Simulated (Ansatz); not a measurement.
# BrF4HHf: what the fields show

```json
{"atom": "Hf", "x (Å)": "0.0720", "y (Å)": "0.0000", "z (Å)": "-0.0274"}
{"atom": "F", "x (Å)": "0.2560", "y (Å)": "0.0000", "z (Å)": "1.8842"}
{"atom": "F", "x (Å)": "1.8745", "y (Å)": "0.0000", "z (Å)": "-0.6228"}
{"atom": "F", "x (Å)": "-0.6505", "y (Å)": "1.5961", "z (Å)": "-0.7824"}
{"atom": "F", "x (Å)": "-0.6505", "y (Å)": "-1.5961", "z (Å)": "-0.7824"}
{"atom": "Br", "x (Å)": "-2.8309", "y (Å)": "0.0000", "z (Å)": "1.2796"}
{"atom": "H", "x (Å)": "-2.2031", "y (Å)": "0.0000", "z (Å)": "2.5523"}
```

Core potentials replace the inner electrons of Hf.

All numbers below come from Ansatz 0.2.0, RKS BHLYP-D4/def2-SVP.

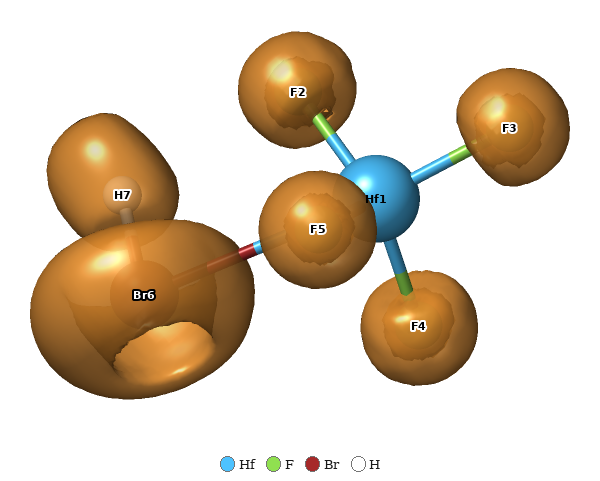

Figure 1. Isosurface of the electron localisation function at 0.8 (orange), seen at a tilt. Only the valence region is drawn (cores and ρ < 0.01 e/Å³ removed).

Where are the electrons localised?

Answer. At this value the surface marks out one region around a hydrogen nucleus, one region wrapped around Br (its valence shell) and four regions wrapped around F (the valence shell of each).


Hf–F (1.90 Å): the ELF peaks at about 0.85 in the valence shell of F, 0.5 Å from its nucleus, and drops to about 0.20 between the two atoms. Hf–Br (3.18 Å): the ELF peaks at about 0.90 in the valence shell of Br, 1.1 Å from its nucleus, and is about 0.25 at the midpoint.

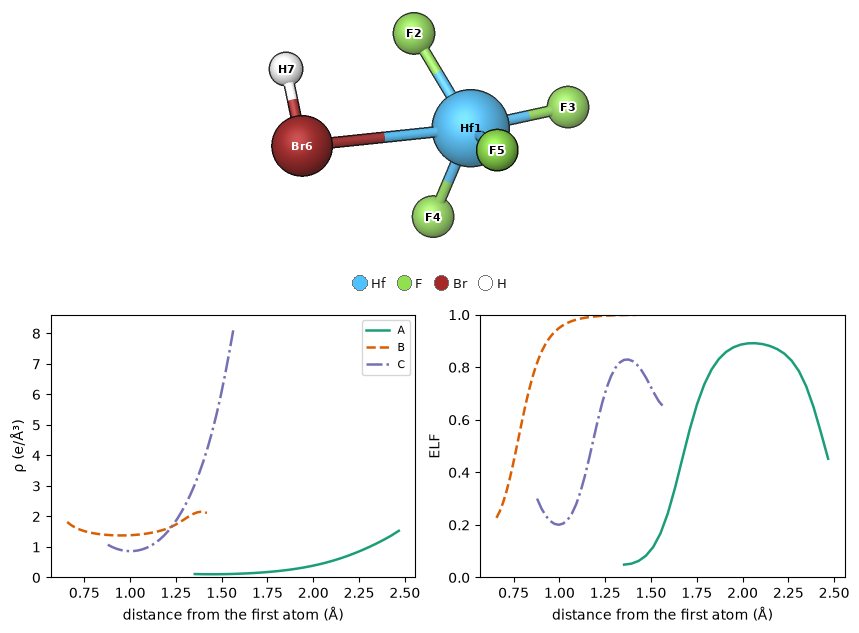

Figure 2. Electron density and ELF along straight lines between neighbouring atoms. The curves leave out the atomic cores. The structure is drawn too.

Which curve belongs to which contact (Br–H, Hf–Br and Hf–F)? The first atom named is at distance zero.

Answer. Curve A: Hf–Br (3.18 Å): ρ is about 0.12 e/Å³ halfway, with its minimum of 0.11 e/Å³ about 1.4 Å from Hf; the ELF peaks at about 0.90 in the valence shell of Br, 1.1 Å from its nucleus, and is about 0.25 at the midpoint. Curve B: Br–H (1.42 Å): ρ at the midpoint is about 1.6 e/Å³; the ELF climbs to about 1 towards the hydrogen, as it does in any bond to H. Curve C: Hf–F (1.90 Å): ρ at the midpoint is about 0.9 e/Å³; the ELF peaks at about 0.85 in the valence shell of F, 0.5 Å from its nucleus, and drops to about 0.20 between the two atoms.

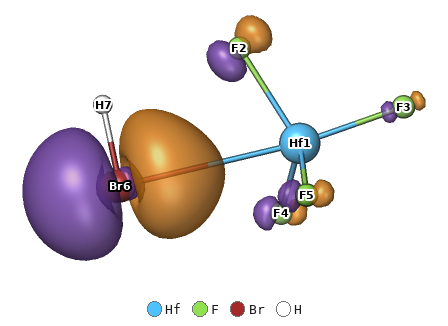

Figure 3. The HOMO−1 at ±0.15 Å⁻³ᐟ² (orange and purple are the two phases), seen across its widest extent.

Describe this orbital and give its energy.

Answer. Its weight (Hirshfeld) is mainly on Br6 (about 85 %); largely a lone pair of Br6. Its energy is −11.24 eV.
